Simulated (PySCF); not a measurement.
C5H12O3Si, SMILES O(C)[Si](OC)(C=C)OC, GFN2-xTB optimised geometry. Atoms within 1.6 Å of the plane z = 0.0 Å (x, y, z in Å): C1 (1.53, -0.71, -0.94), C2 (0.75, -0.20, 0.00), Si3 (-1.13, -0.20, 0.00), O4 (-1.72, -0.92, 1.35), O6 (-1.53, -0.93, -1.39), O8 (-1.83, 1.26, 0.00), C9 (-1.87, 2.20, 1.04), H11 (2.61, -0.69, -0.88), H12 (1.22, 0.25, 0.86), H14 (-1.69, -2.96, 1.05), H17 (-3.50, -1.53, -1.51), H20 (-2.61, 2.96, 0.78), H21 (-0.89, 2.67, 1.17).

Method: CAM-B3LYP/def2-SVP in PySCF. Cells within 0.4 Å of a nucleus heavier than hydrogen are left out (blank, or x).

Map of the deformation density (molecule minus spherical neutral atoms) (e/bohr³) on the plane z = 0.0 Å:

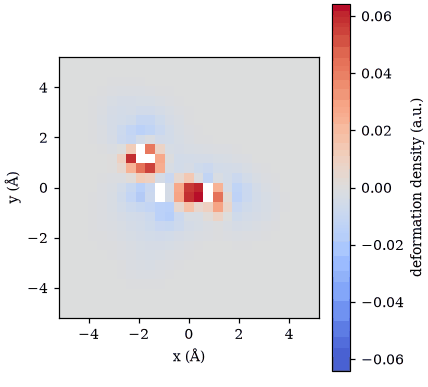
Figure. Deformation density (molecule minus spherical neutral atoms) (e/bohr³) on the plane z = 0.0 Å.
